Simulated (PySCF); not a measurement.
C$_{5}$H$_{10}$O$_{2}$ (SMILES CCCOC(C)=O)

```xyz
17

C    -2.8384   -0.1053   -0.0949
C    -1.4567    0.3651    0.3278
C    -0.3900   -0.0226   -0.6771
O     0.8898    0.4839   -0.3103
C     1.6247   -0.2655    0.5246
C     2.9316    0.4042    0.8338
O     1.2656   -1.3296    0.9550
H    -2.8770   -1.2023   -0.1899
H    -3.6018    0.1895    0.6400
H    -3.1323    0.3226   -1.0671
H    -1.4430    1.4609    0.4512
H    -1.1902   -0.0714    1.3036
H    -0.3322   -1.1178   -0.7747
H    -0.6031    0.4130   -1.6647
H     3.5335   -0.2420    1.4824
H     2.7444    1.3682    1.3298
H     3.4727    0.6194   -0.0992
```

Geometry: PBE0-D3(BJ)/def2-SVP.

The calculation used WP04/pcSseg-1, SCF density, in a chloroform solvent model, non-relativistic (PySCF).

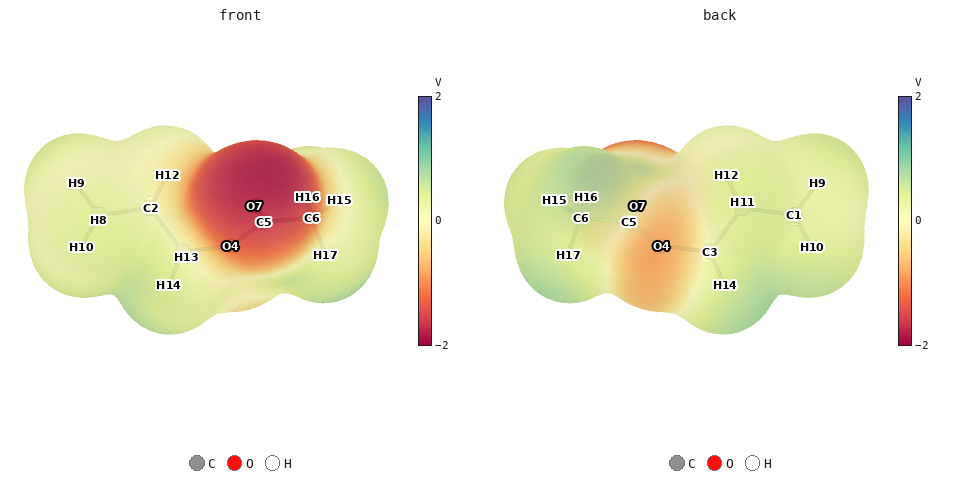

Figure 1. The molecular electrostatic potential painted on the density surface at 0.001 e/bohr³, seen from the front and from behind; the colour scale runs from red (negative) to blue (positive).

Where is the surface potential most negative and most positive?

Answer. The most negative region (about −1.8 V, or −42 kcal/mol for a unit charge) lies over O7, the most positive (about +0.8 V, or +18 kcal/mol for a unit charge) over H14, H16 and H17. O7 is the likeliest acceptor of a hydrogen bond.

How polar is the molecule by this calculation?

Answer. Its dipole moment is 2.26 D.

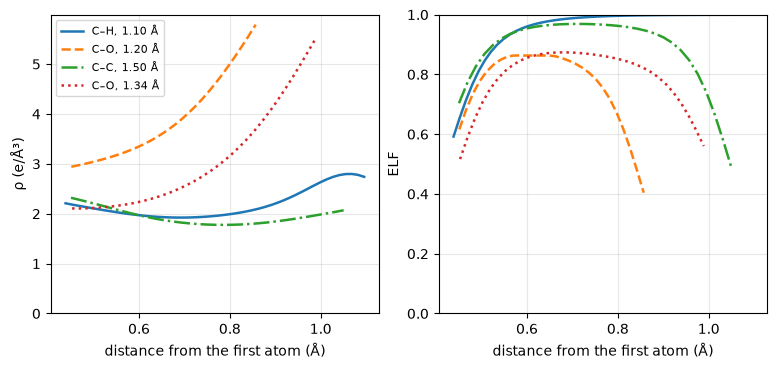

Figure 2. Electron density and ELF along straight lines between neighbouring atoms. The curves leave out the atomic cores.

What can be read from the curves?

Answer. C–H (1.10 Å): ρ at the midpoint is about 2 e/Å³; the ELF climbs to about 1 towards the hydrogen, as it does in any bond to H; a covalent bond by its length.
C–O (1.20 Å): ρ is about 3.4 e/Å³ halfway; the ELF peaks at about 0.85 between the atoms; a short, multiple covalent bond.
C–C (1.50 Å): ρ at the midpoint is about 1.8 e/Å³; the ELF peaks at about 0.95 between the atoms: a shared electron pair.
C–O (1.34 Å): ρ is about 2.4 e/Å³ halfway, with its minimum of 2.1 e/Å³ about 0.5 Å from C; the ELF peaks at about 0.85 between the atoms (a polar covalent bond).
